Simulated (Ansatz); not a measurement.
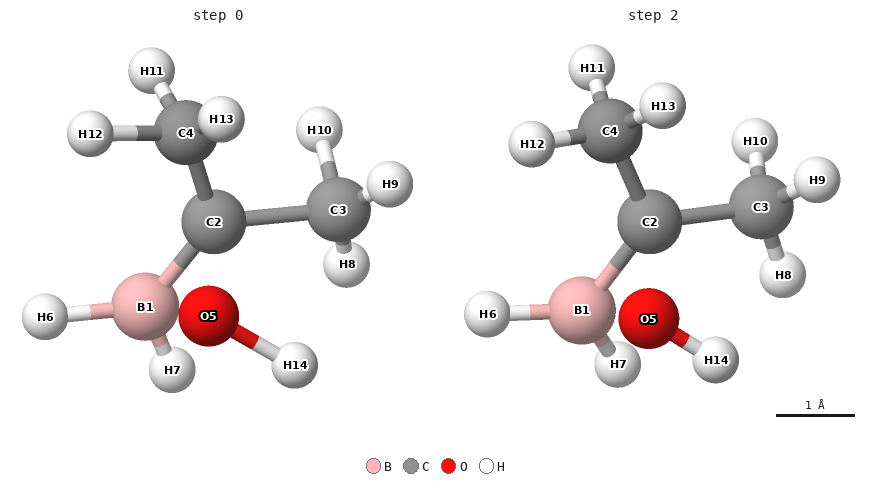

The structure of C3H9BO before (left) and after (right) a relaxation, at one scale.

The picture is a ball-and-stick view, seen at a tilt.

All numbers below come from UKS revPBE0-d3bjatm/def2-TZVPD (Ansatz).

Input
```yaml
crystal:
  periodic: [false, false, false]
  atoms:
    - {symbol: B, position_ang: [-1.151716, 0.905799, -0.347542]}
    - {symbol: C, position_ang: [-0.049755, 0.035260, 0.163287]}
    - {symbol: C, position_ang: [1.537526, 0.430250, 0.225633]}
    - {symbol: C, position_ang: [-0.143322, -1.256935, 0.756896]}
    - {symbol: O, position_ang: [-0.298585, -0.354125, -1.480235]}
    - {symbol: H, position_ang: [-2.431667, 0.675924, -0.347477]}
    - {symbol: H, position_ang: [-0.988296, 1.753096, -0.832500]}
    - {symbol: H, position_ang: [1.473132, 1.372535, -0.018404]}
    - {symbol: H, position_ang: [2.269645, -0.022079, 0.165230]}
    - {symbol: H, position_ang: [1.455152, 0.691222, 1.643994]}
    - {symbol: H, position_ang: [-0.446753, -1.270559, 1.777991]}
    - {symbol: H, position_ang: [-1.323019, -1.988134, 0.559324]}
    - {symbol: H, position_ang: [0.369528, -1.928214, 0.424577]}
    - {symbol: H, position_ang: [0.647175, 0.406883, -1.987244]}
basis:
  gaussian: {orbitals: def2-TZVPD}
magnetization: {spin_polarized: true, initial_magnetization: 0}
hamiltonian: {xc: {name: revPBE0}, dispersion: d3bjatm}
relax: {f_tol: 0.001, max_steps: 3}
output: {forces: true}
```

Command:
```bash
ansatz run in.yaml --threads 4 --pin off --events-out ev --progress --plain --max-ram 10444MiB
```

Summarise the run.

The relaxation stopped without meeting its thresholds, so the last structure isn't shown to be converged. The input was poor on purpose: steps. The energy falls by 8.151 eV in 2 geometry steps. The largest force component goes from 17 to 2.8 eV/Å. The atom that moves furthest after the best rigid fit is H7 (0.30 Å). By element the largest moves are H 0.30 Å, C 0.22 Å, B 0.10 Å, O 0.08 Å. Some distances before and after: C3–H10 1.445 → 1.157 Å, O5–H14 1.316 → 1.044 Å, C4–H12 1.402 → 1.161 Å, C3–H9 0.863 → 1.057 Å. Bond angles that change, for instance: H11–C4–H12 83.6° → 103.0°, C2–C3–H9 133.9° → 115.3°, H12–C4–H13 92.2° → 105.1°. The run took 8.5 s on 4 threads of AMD EPYC 9R45 96-Core, with other jobs on the host.
